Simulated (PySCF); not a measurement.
# doublet CHFO+ at 4 levels

Wanted: a comparison of 4 runs (U-r2SCAN/def2-TZVPP, UPBE/def2-TZVPP, UTPSS/def2-TZVPP, UCCSD(T)/def2-TZVPP) of doublet CHFO+. The job is set up through a Python script.

Program for the calculation: PySCF 2.14.0.

## 1. The molecule

CHFO+: 4 atoms, total charge +1, spin state doublet. As SMILES of the parent species, `O=CF`. The shape is that of a GFN2-xTB optimisation. That shape belongs to the parent species and isn't relaxed for this state.

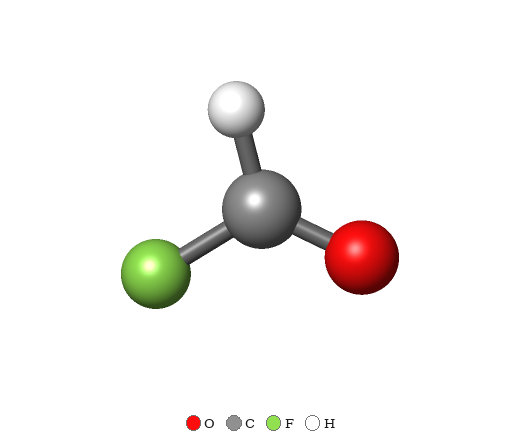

The structure, seen from a chosen angle (oxygen red, carbon grey, fluorine green, hydrogen white).

## 2. A single-point energy at U-r2SCAN/def2-TZVPP (run 1)

Input file input.py:

```python
from pyscf import gto, dft

mol = gto.M(
    atom='''
O     -1.681252     0.370424     1.568435
C     -0.093995     0.138593     0.043331
F      1.104299    -2.061427    -0.342702
H      0.670947     1.552429    -1.269064
''',
    spin=1,
    unit='bohr',
    verbose=3,
    max_memory=1860,
    charge=1,
    basis='def2-tzvpp',
)

mf = dft.UKS(mol)
mf.xc = 'r2scan'
mf.grids.level = 5
mf.conv_tol = 1e-10
mf.kernel()
if not mf.converged:
    mf = mf.newton().run(mf.mo_coeff, mf.mo_occ)

energy = mf.e_tot
print('Final energy', energy)
```

Command:

```bash
$ OMP_NUM_THREADS=1 python input.py
```

The program printed:

```text
WARN: HOMO -0.385858679995653 >= LUMO -0.38585867999565

converged SCF energy = -213.309158051967  <S^2> = 0.75778456  2S+1 = 2.0077695
Final energy -213.30915805196747
```

Run time: 57 s. Hardware: 1 thread of Arm Neoverse V2, shared host; peak memory 0.61 GiB.

## 3. The energy at UPBE/def2-TZVPP (run 2)

Input file run.py:

```python
from pyscf import gto, dft

mol = gto.M(
    atom='''
O   -0.889680   0.196020   0.829980
C   -0.049740   0.073340   0.022930
F    0.584370  -1.090860  -0.181350
H    0.355050   0.821510  -0.671560
''',
    max_memory=1860,
    basis='def2-tzvpp',
    spin=1,
    charge=1,
    verbose=3,
)

mf = dft.UKS(mol, xc='pbe')
mf.grids.level = 5
mf.conv_tol = 1e-10
mf.kernel()
if not mf.converged:
    mf = mf.newton().run(mf.mo_coeff, mf.mo_occ)

e_tot = mf.e_tot
print('E(%s) = %.9f' % ('PBE', e_tot))
```

Command:

```bash
$ OMP_NUM_THREADS=1 python run.py
```

The program printed:

```text
WARN: HOMO -0.371230239694299 >= LUMO -0.371230239694295

converged SCF energy = -213.192026699608  <S^2> = 0.75394797  2S+1 = 2.0039441
E(PBE) = -213.192026700
```

It took 20 s on 1 thread of Arm Neoverse V2, shared host; peak memory 0.55 GiB.

## 4. The energy at UTPSS/def2-TZVPP (run 3)

Input file calc.py:

```python
from pyscf import gto, dft

mol = gto.M(
    atom=[
    ('O', (-0.889680, 0.196020, 0.829980)),
    ('C', (-0.049740, 0.073340, 0.022930)),
    ('F', (0.584370, -1.090860, -0.181350)),
    ('H', (0.355050, 0.821510, -0.671560)),
],
    basis='def2-tzvpp',
    spin=1,
    charge=1,
    max_memory=1860,
    verbose=4,
)

mf = dft.UKS(mol, xc='tpss')
mf.grids.level = 5
mf.conv_tol = 1e-10
mf.kernel()
if not mf.converged:
    mf = mf.newton().run(mf.mo_coeff, mf.mo_occ)

e_final = mf.e_tot
print('E = %.10f Eh' % e_final)
```

Command:

```bash
$ OMP_NUM_THREADS=1 python calc.py
```

The program printed:

```text
PySCF version 2.14.0

[... 54 lines left out ...]
WARN: HOMO -0.377187272748245 >= LUMO -0.377187272748248
[... 50 lines left out ...]
converged SCF energy = -213.433110373932  <S^2> = 0.75509243  2S+1 = 2.005086
E = -213.4331103739 Eh
```

It took 55 s on 1 thread of Arm Neoverse V2, shared host; peak memory 0.61 GiB.

## 5. A single-point energy at UCCSD(T)/def2-TZVPP (run 4)

Input file mol.xyz:

```xyz
4

O     -0.889680     0.196020     0.829980
C     -0.049740     0.073340     0.022930
F      0.584370    -1.090860    -0.181350
H      0.355050     0.821510    -0.671560
```

Input file run.py:

```python
from pyscf import gto, cc

mol = gto.M(
    atom='mol.xyz',
    verbose=3,
    max_memory=1860,
    spin=1,
    basis='def2-tzvpp',
    charge=1,
)

mf = mol.UHF()
mf.conv_tol = 1e-10
mf.kernel()
if not mf.converged:
    mf = mf.newton().run(mf.mo_coeff, mf.mo_occ)

mycc = cc.CCSD(mf, frozen=3)
mycc.kernel()
e_t = mycc.ccsd_t()
energy = mycc.e_tot + e_t
print('Final energy', energy)
```

Command:

```bash
$ OMP_NUM_THREADS=1 python run.py
```

The program printed:

```text
converged SCF energy = -212.433883003035  <S^2> = 0.77120516  2S+1 = 2.0210939
E(UCCSD) = -213.0203503363273  E_corr = -0.5864673332924312
UCCSD(T) correction = -0.0217034264132313
Final energy -213.04205376274052
```

Wall time 4.7 min (1 thread of Arm Neoverse V2, shared host); peak memory 5.2 GiB.

## 6. The series

| run | level | integration grid | frozen core orbitals | energy (Eh) | HOMO energy (eV) | LUMO energy (eV) | ⟨S²⟩ | wall time |
| --- | --- | --- | --- | --- | --- | --- | --- | --- |
| 1 | U-r2SCAN/def2-TZVPP | 5 | – | -213.309158 | -18.98 | -16.45 | 0.758 | 57 s |
| 2 | UPBE/def2-TZVPP | 5 | – | -213.192027 | -18.54 | -17.04 | 0.754 | 20 s |
| 3 | UTPSS/def2-TZVPP | 5 | – | -213.433110 | -18.67 | -16.76 | 0.755 | 55 s |
| 4 | UCCSD(T)/def2-TZVPP | – | 3 | -213.042054 | -25.51 | -8.79 | 0.771 | 4.7 min |

## 7. What came out

```
                                                         quantity          value
                                              run 4: total energy  -213.04205 Eh
run 4: HOMO energy (Hartree–Fock orbitals) (highest over α and β)      -25.51 eV
 run 4: LUMO energy (Hartree–Fock orbitals) (lowest over α and β)       -8.79 eV
               run 4: correlation energy (3 core orbitals frozen)     -608.2 mEh
                                            run 4: (T) correction     -21.70 mEh
                         run 4: ⟨S²⟩ of the reference determinant          0.771
                                             run 4: T1 diagnostic          0.026
```

Totals of different functionals can't be ranked against each other. All runs together took 6.9 min, the longest 4.7 min.
